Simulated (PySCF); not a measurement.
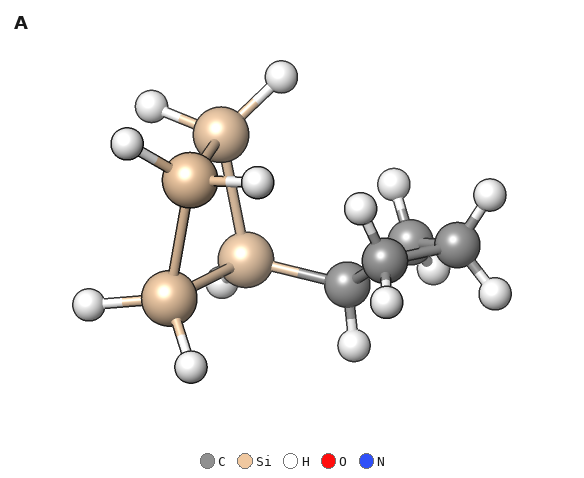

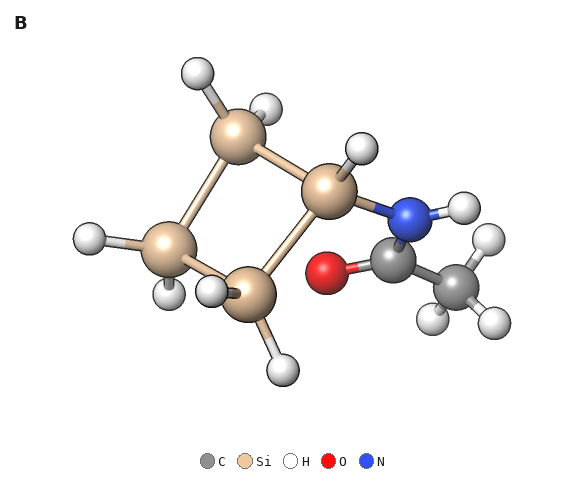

Two related species, optimised with PBE0-D3(BJ)/def2-SVP; properties computed with PySCF 2.14.0. Both: charge 0, singlet.

> Identify both.

A is C4H14Si4 (C1CC([SiH]2[SiH2][SiH2][SiH2]2)C1), B is C2H11NOSi4 (CC(=O)N[SiH]1[SiH2][SiH2][SiH2]1).

Compare them. With ωB97X-D/pcSseg-1: dipole moment (D), HOMO–LUMO gap (eV), HOMO energy (Kohn–Sham orbital) (eV). With ωB97X-D/def2-SVPD: lowest vertical singlet excitation (eV), mean static polarisability (bohr³).

```csv
quantity,A,B
dipole moment (D),1.25,4.31
HOMO–LUMO gap (eV),9.70,9.63
HOMO energy (Kohn–Sham orbital) (eV),−9.01,−8.69
lowest vertical singlet excitation (eV),4.99,5.00
mean static polarisability (bohr³),162.1,151.2
```

Each is one conformer, and no frequency run is at hand to confirm it as a minimum.
